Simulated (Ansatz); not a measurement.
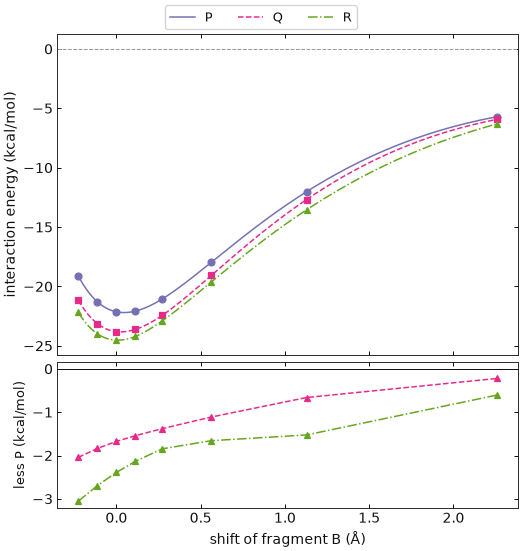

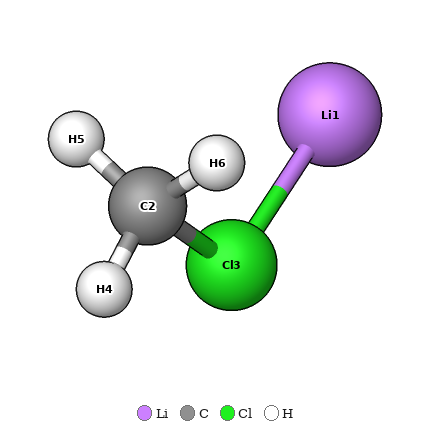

Interaction curve of the pair Li⁺ (A) and CH₃Cl (B), from the arrangement drawn (closest contact, H···H pairs aside, Li1···Cl3 2.26 Å; others can bind more strongly), without the energy that it costs to deform the partners. The Ansatz code, def2-TZVPPD, cores frozen in correlated methods. Fragment B of a pair is moved rigidly from the minimum (PBE0-D4/def2-TZVP) along the line between the fragments' mean atom positions; interaction energies with counterpoise. The outer core of Li, Na, Mg and K is correlated. Splines pass through the computed points, which are marked.

**The curves are CCSD(T), PBE0-D4 and ωB97M-V. Which is which?**

P: CCSD(T) (−19.12 kcal/mol at −0.23 Å); Q: ωB97M-V (−21.16 kcal/mol at −0.23 Å); R: PBE0-D4 (−22.17 kcal/mol at −0.23 Å).
